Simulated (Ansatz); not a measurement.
**SiHCl3 (trichlorosilane): r2SCAN/STO-3G**

What is the energy change on altering one bond length of SiHCl3 (trichlorosilane) at r2SCAN/STO-3G? 

Program for the calculation: Ansatz 0.2.0.

56 further runs of the same task are left out: 10 that didn't finish, 46 set aside as unsound or not needed.

**1. Starting point**

SiHCl3 has 5 atoms, charge 0, and is taken as a singlet. SMILES: `Cl[SiH](Cl)Cl`. Geometry: relaxed at PBE0-D4/def2-TZVP.

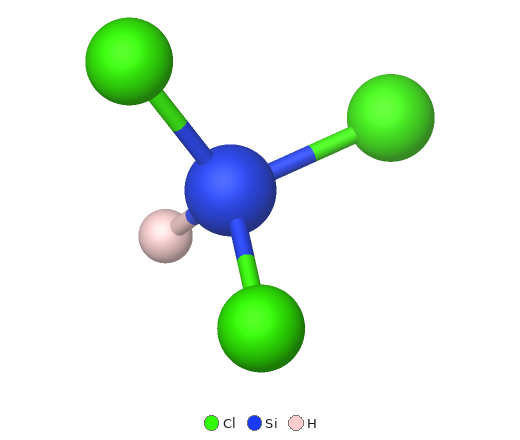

The structure, seen from a chosen angle (chlorine green, silicon blue, hydrogen pink).

**2. The energy at r2SCAN/STO-3G**

input.yaml reads:

```yaml
crystal:
  periodic: [false, false, false]
  atoms:
    - {symbol: Cl, position_ang: [1.690930, -0.571430, 0.891880]}
    - {symbol: Si, position_ang: [-0.081300, -0.012690, 0.075440]}
    - {symbol: Cl, position_ang: [0.017700, 1.933700, -0.491290]}
    - {symbol: Cl, position_ang: [-0.476020, -1.170520, -1.544190]}
    - {symbol: H, position_ang: [-1.151310, -0.179060, 1.068150]}
basis:
  gaussian:
    orbitals: STO-3G
total_charge: 0
accuracy: high
hamiltonian:
  xc: {name: r2SCAN}
```

Command:

```console
$ ansatz run input.yaml --threads 1 --pin off --max-ram 3480MiB --events-out events.jsonl --progress --plain --runs-dir runs
```

The log of the run:

```text
Warning: RAYON_NUM_THREADS=1 ignored (pool sized by the plan → 1); use --threads N
Functional definition: r2SCAN
  name "r2SCAN"
  parameter k0 = 0.174
  parameter k1 = 0.065
  parameter a1 = 4.9479
  exchange = r2scan_x(k0 = k0, k1 = k1, a1 = a1)
  correlation = r2scan_c
712 factors; integrals over basis functions are off by at most 2.0e-8 eV
mean field evaluation 1: about -44960.0466 eV, gradient 3.2e1 eV
mean field evaluation 2: about -44959.2726 eV, gradient 3.6e1 eV
mean field evaluation 4: about -44964.1601 eV, gradient 3.3e-1 eV
mean field evaluation 8: about -44964.1498 eV, gradient 1.1e-3 eV
mean field -44964.14977819 eV, -1652.4020265532 hartree, gradient 1.8e-8 eV, S^2 0.000000; 0 other end points of the search recorded, 0 dependent functions left out
reference -44964.14977852 eV, -1652.4020265653 hartree; 33, 33 occupied and 4, 4 virtual orbitals, 712 factors
Total energy: -44964.14977852 eV, -1652.4020265653 hartree
```

Run time: 5.1 s. Hardware: 1 thread of Arm Neoverse V2, shared host; peak memory 0.18 GiB.

**3. The distorted shape at the same level**

molecule.yaml reads:

```yaml
crystal:
  periodic: [false, false, false]
  atoms:
    - symbol: Cl
      position_ang: [1.789612, -0.281968, 1.296794]
    - symbol: Si
      position_ang: [0.017382, 0.276772, 0.480354]
    - symbol: Cl
      position_ang: [0.116382, 2.223162, -0.086376]
    - symbol: Cl
      position_ang: [-0.476020, -1.170520, -1.544190]
    - symbol: H
      position_ang: [-1.052628, 0.110402, 1.473064]
basis:
  gaussian:
    orbitals: STO-3G
hamiltonian:
  xc: r2scan
accuracy: high
```

Command:

```console
$ ansatz run molecule.yaml --threads 1 --pin off --max-ram 3480MiB --events-out events.jsonl --progress --plain --runs-dir runs
```

The log of the run, cut to the lines that bear on the results:

```text
Warning: RAYON_NUM_THREADS=1 ignored (pool sized by the plan → 1); use --threads N
[... 7 set-up lines as earlier in the session ...]
700 factors; integrals over basis functions are off by at most 1.7e-8 eV
mean field evaluation 1: about -44957.4046 eV, gradient 3.3e1 eV
mean field evaluation 2: about -44946.7202 eV, gradient 5.7e1 eV
mean field evaluation 4: about -44962.9264 eV, gradient 4.5e0 eV
mean field evaluation 8: about -44963.0560 eV, gradient 4.3e-2 eV
mean field evaluation 16: about -44963.0560 eV, gradient 3.1e-8 eV
mean field -44963.05602100 eV, -1652.3618317179 hartree, gradient 3.2e-8 eV, S^2 0.000000; 0 other end points of the search recorded, 0 dependent functions left out
reference -44963.05602134 eV, -1652.3618317304 hartree; 33, 33 occupied and 4, 4 virtual orbitals, 700 factors
Total energy: -44963.05602134 eV, -1652.3618317304 hartree
```

It took 5.4 s on 1 thread of Arm Neoverse V2, shared host; peak memory 0.18 GiB.

**4. Summary of results**

Level: r2SCAN/STO-3G.

| quantity | value |
| --- | --- |
| first shape: total energy | -1652.40203 Eh |
| distorted shape: total energy | -1652.36183 Eh |
| energy change with the Si2–Cl4 bond stretched from 2.030 to 2.537 Å | 1.094 eV |

**Reading.** With the Si2–Cl4 bond stretched from 2.030 to 2.537 Å the energy rises by 1.09 eV (106 kJ/mol). The first shape isn't relaxed at this level, so the change isn't measured from a minimum. The minimal basis adds a large error of its own.
